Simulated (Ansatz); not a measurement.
CH5AlClFO

Input file:

```
crystal:
  periodic: [false, false, false]
  atoms:
    - { symbol: Al, position_ang: [-0.844378, 0.272648, 0.250025] }
    - { symbol: O, position_ang: [2.183932, 1.132459, 0.086948] }
    - { symbol: C, position_ang: [-0.936257, -1.424911, -0.681883] }
    - { symbol: F, position_ang: [-1.395399, 1.727388, -0.378435] }
    - { symbol: H, position_ang: [2.020329, 1.028928, 1.043487] }
    - { symbol: Cl, position_ang: [-0.196877, 0.475587, 2.345732] }
    - { symbol: H, position_ang: [2.036745, 2.090724, -0.041422] }
    - { symbol: H, position_ang: [-0.682449, -1.287745, -1.753604] }
    - { symbol: H, position_ang: [-0.228947, -2.155637, -0.242455] }
    - { symbol: H, position_ang: [-1.956898, -1.859641, -0.628494] }
basis:
  gaussian: { orbitals: def2-SVP }
hamiltonian:
  xc: revpbe
  dispersion: d4
relax:
  f_tol: 0.03
  max_steps: 50
output:
  orbitals: {}
```

Run with:

```sh
ansatz run input.yaml --threads 2 --pin off --max-ram 3072MiB --backend cpu --events-out ev --progress --plain --runs-dir out
```

The fields are those of the run's last geometry, not of the input's.

Method: RKS revPBE-D4/def2-SVP (Ansatz 0.2.0).

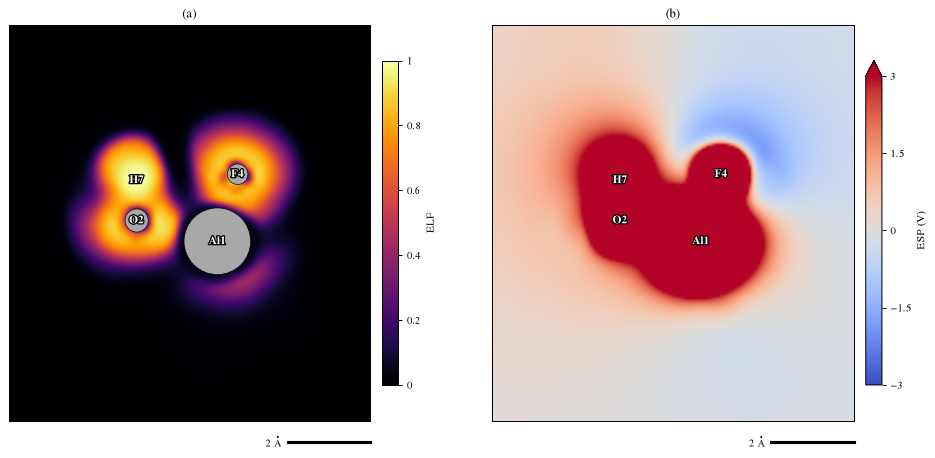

Figure 1. (a) electron localisation function; (b) molecular electrostatic potential on the plane of atoms Al1, O2 and H7. Grey discs cover the atomic cores in the ELF map.

Q: What do the fields say about this system?

A: The plane passes through Al, O, F and H nuclei.
Al–F (1.71 Å): the ELF peaks at about 0.85 in the valence shell of F, 0.6 Å from its nucleus, and is about 0.25 at the midpoint.
Al–O (2.03 Å): the ELF peaks at about 0.90 in the valence shell of O, 0.7 Å from its nucleus, and is about 0.55 at the midpoint.
O–H (0.98 Å): the ELF climbs to about 1 towards the hydrogen, as it does in any bond to H: a covalent bond by its length.
The ELF also peaks beside O2 and F4, away from the bonds: lone-pair regions.
Outside the dense part of the molecule the potential is most negative (−1.8 V) near F4.

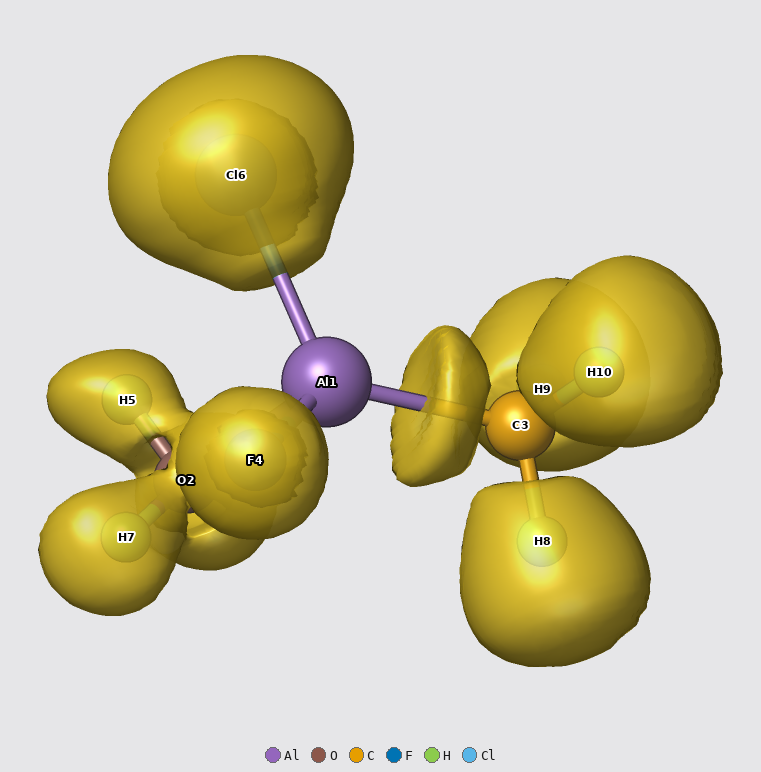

Figure 2. Isosurface of the electron localisation function at 0.8 (yellow), seen across its widest extent. Only the valence region is drawn (cores and ρ < 0.01 e/Å³ removed).

Q: Describe the localisation domains.

A: At this value the surface marks out one region between bonded Al–C atoms (shared pairs), three regions around hydrogen nuclei, one region on Cl in which the atom's valence shell and bonds are merged, one region wrapped around F (its valence shell) and one joined region spread over several atoms (H, O), in which their bonds and any lone pairs are merged.


 C–Al (1.95 Å): the ELF peaks at about 0.95 between the atoms (a polar covalent bond).

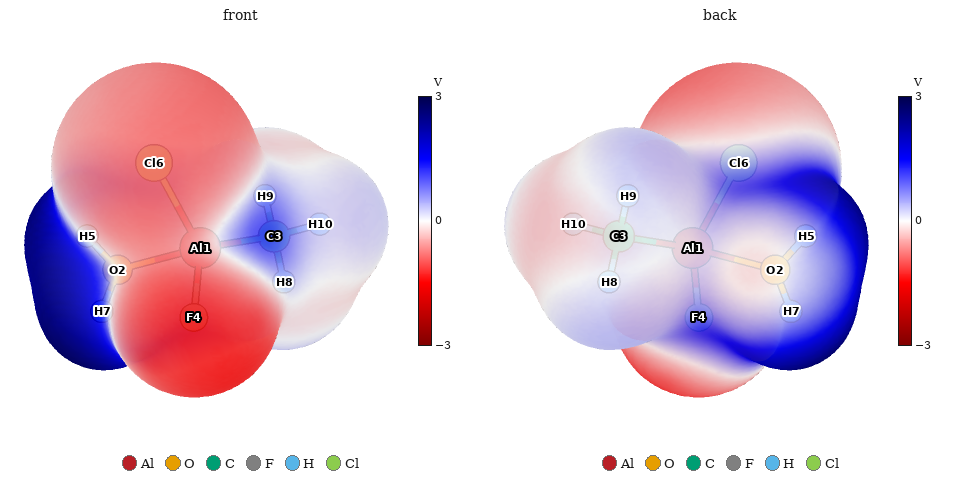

Figure 3. The molecular electrostatic potential painted on the density surface at 0.001 e/bohr³, seen from the front and from behind; the colour scale runs from red (negative) to blue (positive).

Q: Where is the surface potential most negative and most positive?

A: The most negative region (about −1.4 V, or −32 kcal/mol for a unit charge) lies over F4, the most positive (about +2.7 V, or +62 kcal/mol for a unit charge) over H7.

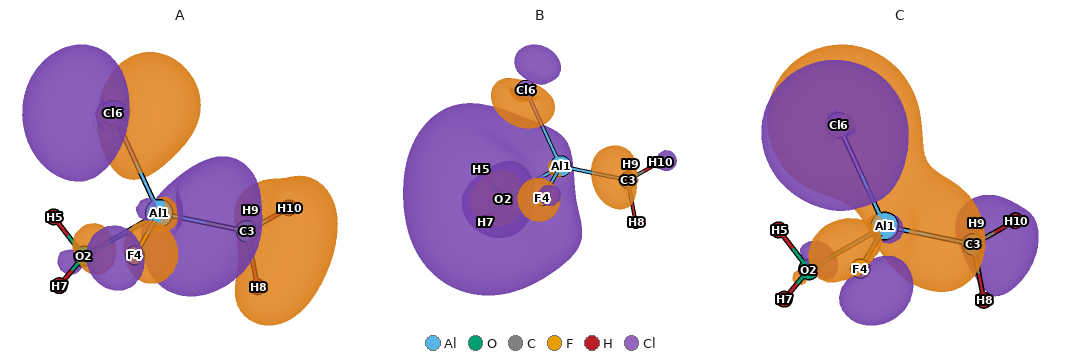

Figure 4. Three frontier orbitals at ±0.06 Å⁻³ᐟ² (orange and purple are the two phases), in no order.

Q: Order the three orbitals by energy and name them.

A: C is the HOMO−1 (−7.16 eV). It lies mainly on Cl6 (about 75 %), Al1 (about 10 %), F4 (about 10 %) and C3 (about 5 %); largely a lone pair of Cl6. A is the HOMO (−6.81 eV). Its weight (Hirshfeld) is mainly on Cl6 (about 35 %), C3 (about 35 %) and Al1 (about 15 %). B is the LUMO (−0.83 eV). It lies mainly on H7 (about 25 %), O2 (about 20 %), H5 (about 20 %) and Al1 (about 15 %).

Q: What is the HOMO–LUMO gap?

A: 5.98 eV between the orbital energies.
